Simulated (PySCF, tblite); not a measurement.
**C4H8ClSi radical: geometry, infrared bands and EPR parameters**

Wanted: the infrared bands and EPR parameters of C4H8ClSi radical (`C=C[C@H](Cl)[CH][SiH3]`), by calculation.

Programs: tblite 0.8.0 and PySCF 2.14.0, with density-fitted response routines of our own. Each step states its level of theory. These are calculated values for one molecule in the gas phase, unless marked as measured. Atoms count from 0, in the outputs and in this text.

## (1) Starting geometry

14 atoms, charge 0, multiplicity 2; geometry from: force field or distance geometry start.

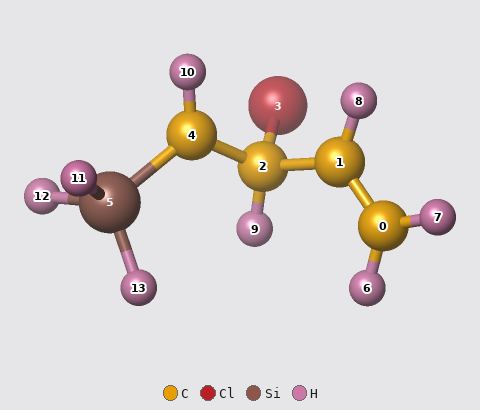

The starting geometry (carbon amber, chlorine red, silicon brown, hydrogen pink), atoms numbered; sticks join atoms by distance.

## (2) Relaxing the molecule with GFN2-xTB

The job: settings as JSON, then the geometry in Å.

```
{"job": {"kind": "relax", "xc": "GFN2-xTB", "basis": "xTB"}, "charge": 0, "multiplicity": 2}
C     -2.209000    -0.029800    -0.541200
C     -1.532800    -0.414000     0.531200
C     -0.092300    -0.894700     0.523400
Cl    -0.038700    -2.515900     1.239200
C      0.769800     0.006500     1.323700
Si     2.043300     1.010900     0.525300
H     -1.776600    -0.021600    -1.536500
H     -3.243400     0.303900    -0.445900
H     -2.021500    -0.405200     1.509800
H      0.248300    -1.010800    -0.505400
H      0.643800     0.098400     2.385300
H      2.125500     2.331400     1.192800
H      3.356900     0.336200     0.644300
H      1.726000     1.204200    -0.908000
```

The run is started by

```
> OMP_NUM_THREADS=1 python probes_run.py task.json out
```

The driver reads the jobs from task.json and runs them one after another.

**Question.** This job is followed by: GFN2-xTB harmonic vibrations, gas phase; UKS B3LYP, pcH-1 on C Cl H Si, non-relativistic, mean-field spin-orbit, GIAO. Predict these results of the whole session: strongest single infrared mode (GFN2-xTB); zero-point energy (GFN2-xTB); g(iso) (B3LYP); ⟨S²⟩; largest a(iso) (averaged by class); potential on the surface of density 0.002 e/bohr³, 1st and 99th percentile.

**Answer**, as computed:

| quantity | value |
| --- | --- |
| strongest single infrared mode (GFN2-xTB) | 783 cm⁻¹, 363 km/mol |
| zero-point energy (GFN2-xTB) | 61.1 kcal/mol |
| g(iso) (B3LYP) | 2.00333 |
| ⟨S²⟩ | 0.755 (exact 0.75) |
| largest a(iso) (averaged by class) | 13C on C4, 77.1 MHz |
| potential on the surface of density 0.002 e/bohr³, 1st and 99th percentile | -0.86 V and 1.15 V |

What this shows: The optimisation took 102 steps and gained 0.161 eV; among the close pairs (by a distance rule), C2–Cl3 changed most, from 1.773 to 1.900 Å. All 36 modes are real, so the xTB geometry is a minimum. The strongest single mode, at 783 cm⁻¹, has its largest shares on H12, H11 and H13 (the list is cut at 3 atoms). GFN2-xTB is a fitted tight-binding method: band positions and strengths are rough. Its intensities can rank the bands wrongly. C4 carries the largest spin population, 0.92 e. The isotropic g lies 1.0 ppt above the free-electron value. These values are for one conformer; the search (at its own cheap level) found 2 more, at 0.01, 2.04 kcal/mol (those within 0.05 may be mirror or relabelled copies), and measured spectra average over such forms.
